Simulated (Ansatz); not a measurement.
# SnS (SMILES [S][Sn]) at PBE-QIDH/def2-TZVP (core potential)

What is the vertical singlet–triplet gap of SnS at PBE-QIDH/def2-TZVP (core potential)? 

Program for the calculation: Ansatz 0.2.0.

37 further runs of the same task are left out: 1 that didn't finish, 36 set aside as unsound or not needed.

## 1. The structure to begin with

SnS: 2 atoms, total charge 0, spin state singlet. As SMILES, `[S][Sn]`. Geometry: the measured bond length.

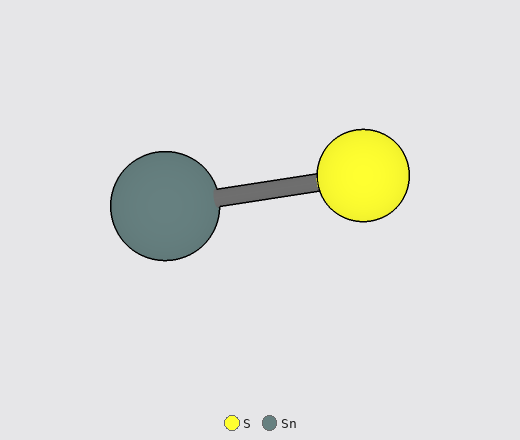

The structure, seen from a chosen angle (sulfur yellow, tin teal).

## 2. The energy at PBE-QIDH/def2-TZVP (core potential)

Contents of input.yaml:

```yaml
basis:
  gaussian: {orbitals: def2-TZVP}
crystal:
  periodic: [false, false, false]
  atoms:
    - {symbol: S, position_ang: [0.000000, 0.000000, 0.000000]}
    - {symbol: Sn, position_ang: [0.000000, 0.000000, 2.209026]}
output: {orbitals: {seedname: orbitals}}
accuracy: high
correlation: {frozen_orbitals: {S: 5, Sn: 4}}
hamiltonian: {xc: {name: PBE-QIDH}}
```

Command:

```bash
ansatz run input.yaml --threads 1 --pin off --max-ram 3480MiB --events-out events.jsonl --progress --plain --runs-dir runs
```

Standard output:

```text
Warning: RAYON_NUM_THREADS=1 ignored (pool sized by the plan → 1); use --threads N
Functional definition: PBE-QIDH
  name "PBE-QIDH"
  parameter a = 3^(-1/3)
  parameter c = 1/3
  exchange = (1 - a)*pbe_x + a*exact_x
  correlation = (1 - c)*pbe_c + c*(mp2_os + mp2_ss)
1408 factors; integrals over basis functions are off by at most 3.1e-9 eV
mean field evaluation 1: about -16649.4324 eV, gradient 2.6e1 eV
mean field evaluation 2: about -16649.5411 eV, gradient 2.6e1 eV
mean field evaluation 4: about -16651.9799 eV, gradient 1.7e0 eV
mean field evaluation 8: about -16651.9963 eV, gradient 1.5e-1 eV
mean field evaluation 16: about -16651.9965 eV, gradient 2.5e-4 eV
mean field -16651.99646930 eV, -611.9495831181 hartree, gradient 7.7e-8 eV, S^2 0.000000; 0 other end points of the search recorded, 0 dependent functions left out
9 core orbitals not correlated: weight in the atoms' cores, before any rotation towards them, 1.000 or more for the frozen orbitals, at most 0.000 for the correlated occupied ones
reference -16651.99647008 eV, -611.9495831470 hartree; 10, 10 occupied and 68, 68 virtual orbitals, 1408 factors
second order -14.51007315 eV of doubles, -0.00000000 eV of singles
Total energy: -16656.83316114 eV, -612.1273282647 hartree
```

Wall time 6.9 s (1 thread of Arm Neoverse V2, shared host); peak memory 0.21 GiB.

## 3. The triplet at the same level

Contents of molecule.yaml:

```yaml
crystal:
  periodic: [false, false, false]
  atoms:
    - symbol: S
      position_ang: [0.000000, 0.000000, 0.000000]
    - symbol: Sn
      position_ang: [0.000000, 0.000000, 2.209026]
basis:
  gaussian:
    orbitals: def2-TZVP
magnetization:
  spin_polarized: true
  initial_magnetization: 2
hamiltonian:
  xc: {name: PBE-QIDH}
correlation:
  frozen_orbitals: {S: 5, Sn: 4}
accuracy: high
output: {orbitals: {seedname: orbitals}}
```

Command:

```bash
ansatz run molecule.yaml --threads 1 --pin off --max-ram 3480MiB --events-out events.jsonl --progress --plain --runs-dir runs
```

Standard output, cut to the lines that bear on the results:

```text
Warning: RAYON_NUM_THREADS=1 ignored (pool sized by the plan → 1); use --threads N
Functional definition: PBE-QIDH
  name "PBE-QIDH"
[...]
1408 factors; integrals over basis functions are off by at most 3.1e-9 eV
[...]
mean field -16649.86981209 eV, -611.8714299072 hartree, gradient 1.2e-8 eV, S^2 2.018963; 5 other end points of the search recorded, 0 dependent functions left out
9 core orbitals not correlated: weight in the atoms' cores, before any rotation towards them, 1.000 or more for the frozen orbitals, at most 0.000 for the correlated occupied ones
reference -16649.86981295 eV, -611.8714299387 hartree; 11, 9 occupied and 67, 69 virtual orbitals, 1408 factors
second order -12.86919779 eV of doubles, -0.00000000 eV of singles
Total energy: -16654.15954554 eV, -612.0290747040 hartree
```

It took 24 s on 1 thread of Arm Neoverse V2, shared host; peak memory 0.3 GiB.

## 4. What came out

At PBE-QIDH/def2-TZVP (core potential), 9 core orbitals frozen:

| quantity | value |
| --- | --- |
| singlet: total energy | -612.12733 Eh |
| singlet: HOMO energy (SCF part's orbitals) | -8.84 eV |
| singlet: LUMO energy (SCF part's orbitals) | -1.12 eV |
| singlet: HOMO–LUMO gap (SCF part's orbitals) | 7.72 eV |
| triplet: total energy | -612.02907 Eh |
| triplet: HOMO energy (SCF part's orbitals) (highest over α and β) | -6.09 eV |
| triplet: LUMO energy (SCF part's orbitals) (lowest over α and β) | -2.78 eV |
| triplet: ⟨S²⟩ | 2.019 |
| vertical energy of the triplet above the singlet | 2.674 eV |

In words: At this shape the triplet lies 2.67 eV (258 kJ/mol) above the singlet.
